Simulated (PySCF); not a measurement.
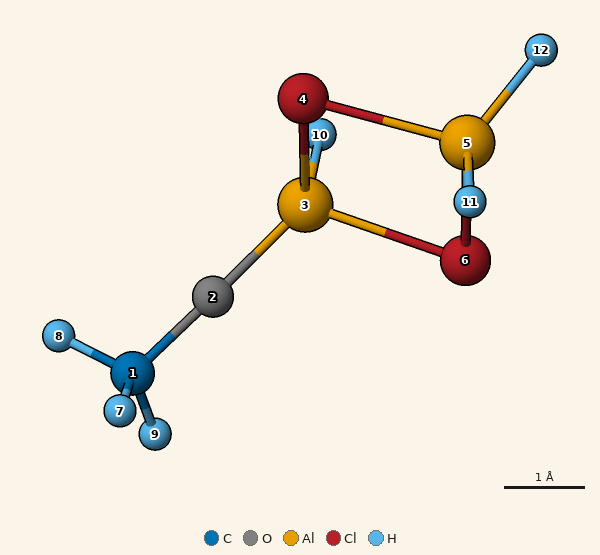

**Figure 1.** The structure as given in the input (ball-and-stick view, seen at a tilt; atoms are numbered from 1 in the order of the input). Sticks mark near contacts. Bond lengths as drawn: Al–Cl 2.18 to 2.21 Å, Al–H 1.51 to 1.54 Å, Al–O 1.64 Å, C–H 1.09 Å and C–O 1.40 Å.

**CH₆Al₂Cl₂O: NMR shielding calculation**

- system: CH₆Al₂Cl₂O
- method: GIAO LDA/def2-SVPD NMR shielding, non-relativistic, gas phase (PySCF 2.14.0)

The geometry comes from this level: GFN2-xTB. It belongs to a series of runs on one base structure; here: LDA/def2-SVPD; grid level 4. Figures and captions count atoms from 1; the log counts them from 0 in places.

**Output**
```
coarse grid: 12392 points
cycle   1  E = -1515.5583532532  dE =  5.447e-01  |g| = 8.112e-01  |ddm| = 5.946e+00
cycle   2  E = -1514.4112739041  dE =  1.147e+00  |g| = 2.383e+00  |ddm| = 3.247e+00
cycle   3  E = -1515.6879073870  dE = -1.277e+00  |g| = 1.674e-01  |ddm| = 2.373e+00
cycle   4  E = -1515.6946606780  dE = -6.753e-03  |g| = 8.483e-02  |ddm| = 5.490e-01
cycle   5  E = -1515.6962398255  dE = -1.579e-03  |g| = 2.427e-02  |ddm| = 2.122e-01
cycle   6  E = -1515.6963982064  dE = -1.584e-04  |g| = 6.013e-03  |ddm| = 6.130e-02
cycle   7  E = -1515.6964051036  dE = -6.897e-06  |g| = 2.037e-03  |ddm| = 1.151e-02
final grid: 265880 points
cycle   8  E = -1515.8674401104  dE = -2.027e-05  |g| = 5.317e-03  |ddm| = 7.978e-02
cycle   9  E = -1515.8674179526  dE =  2.216e-05  |g| = 1.211e-02  |ddm| = 1.636e-02
cycle  10  E = -1515.8674454768  dE = -2.752e-05  |g| = 8.129e-04  |ddm| = 1.139e-02
cycle  11  E = -1515.8674456522  dE = -1.754e-07  |g| = 2.041e-04  |ddm| = 1.741e-03
cycle  12  E = -1515.8674456640  dE = -1.181e-08  |g| = 3.593e-05  |ddm| = 4.280e-04
cycle  13  E = -1515.8674456644  dE = -4.136e-10  |g| = 9.060e-06  |ddm| = 1.180e-04
```

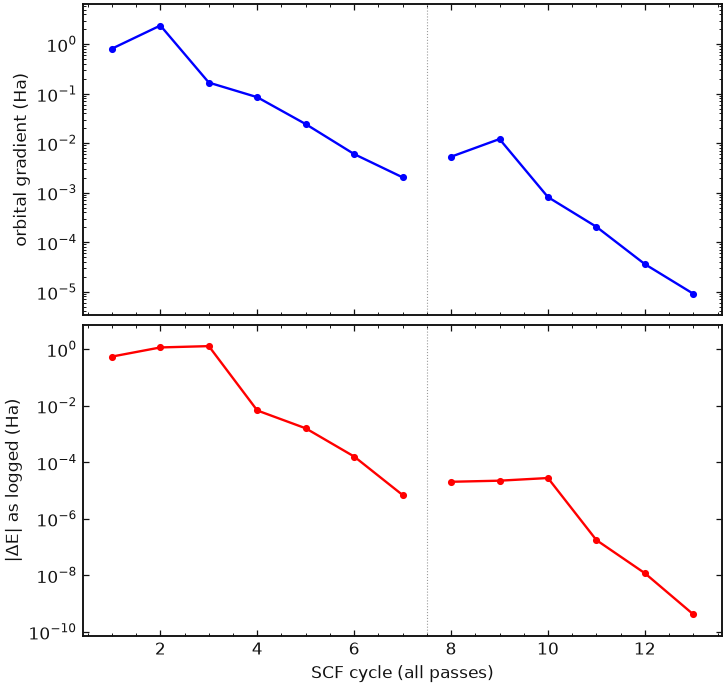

**Figure 2.** Convergence of the self-consistent field: orbital gradient and size of the energy change against the SCF cycle. The dotted line marks the change from a coarse to the final integration grid. The first 7 cycles use a coarse grid, the final grid takes over at cycle 8, and the field converges after 13 cycles in all.

```
converged SCF energy = -1515.8674456644

GIAO shielding tensors (ppm)
atom      isotropic    diamagn.    paramagn.     s11        s22        s33       span
  0 C      137.974     238.296    -100.323    108.526    110.506    194.889     86.363
  1 O      293.287     349.946     -56.659    265.938    286.385    327.538     61.600
  2 Al     495.534     819.148    -323.614    451.776    461.895    572.932    121.156
  3 Cl     880.313    1146.069    -265.756    782.671    857.965   1000.304    217.633
  4 Al     439.585     805.227    -365.642    381.206    420.293    517.256    136.050
  5 Cl     880.148    1146.491    -266.343    782.822    857.156   1000.465    217.643
  6 H       26.934      27.467      -0.532     22.454     24.739     33.610     11.156
  7 H       26.970      23.951       3.018     22.519     24.630     33.760     11.241
  8 H       26.984      25.061       1.923     22.488     24.697     33.766     11.278
  9 H       26.577      31.487      -4.909     22.858     24.228     32.645      9.787
 10 H       26.087      27.802      -1.715     23.051     23.203     32.006      8.955
 11 H       26.068      27.785      -1.717     23.147     23.291     31.767      8.620
```

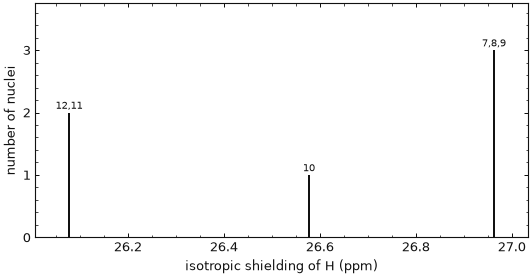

**Figure 3.** Isotropic shieldings of the hydrogen nuclei in this fixed geometry, labelled by atom number; shielding grows to the right, so chemical shift grows to the left. The least shielded is H12 (26.1 ppm), the most shielded H9 (27.0 ppm).

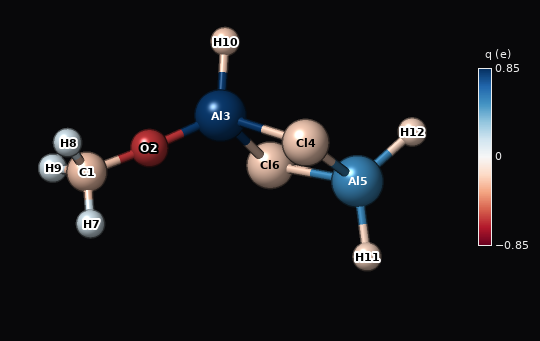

**Figure 4.** IAO charges, as the colour of each atom (ball-and-stick view, seen at a tilt; atoms are numbered from 1 in the order of the input). By element: C −0.23, O −0.61, Al +0.54 to +0.81, Cl −0.21 and H −0.21 to +0.15 e.

This output came from the following input.

**The input**
```
{"job": {"kind": "nmr", "xc": "LDA", "basis": "def2-SVPD", "pop": true, "grid": 4}, "charge": 0, "multiplicity": 1}
C     -2.566958    -0.913547     0.106894
O     -1.401805    -0.141018     0.061539
Al    -0.091596     0.840918    -0.010053
Cl     1.295117     0.682430     1.707458
Al     2.918508     0.207252     0.335288
Cl     1.531653     0.139867    -1.342499
H     -2.338785    -1.918514     0.466932
H     -3.289926    -0.447540     0.779328
H     -3.003738    -0.979848    -0.891519
H     -0.285547     2.317127    -0.289631
H      3.401796    -1.228912     0.627504
H      3.832479     1.441099     0.187450
```

The first line tells a small driver script what to run in PySCF; the rest is the geometry in Å.

Run as:
```bash
OMP_NUM_THREADS=1 python <driver script> task.json out
```

**Results in brief**

- outcome: converged
- total energy: −1515.867446 hartree
- HOMO: −6.76 eV
- LUMO: −1.35 eV
- dipole moment: 1.55 D
- isotropic shielding, C: 138.0 ppm
- isotropic shielding, O: 293.3 ppm
- isotropic shielding, Al: 439.6 to 495.5 ppm
- isotropic shielding, Cl: 880.1 to 880.3 ppm
- isotropic shielding, H: 26.1 to 27.0 ppm
- hardware: 1 CPU thread, shared host
- wall time: 17 s
- peak memory: 0.76 GiB

**Remarks**

Settings chosen away from the usual ones: LDA/def2-SVPD; grid level 4.
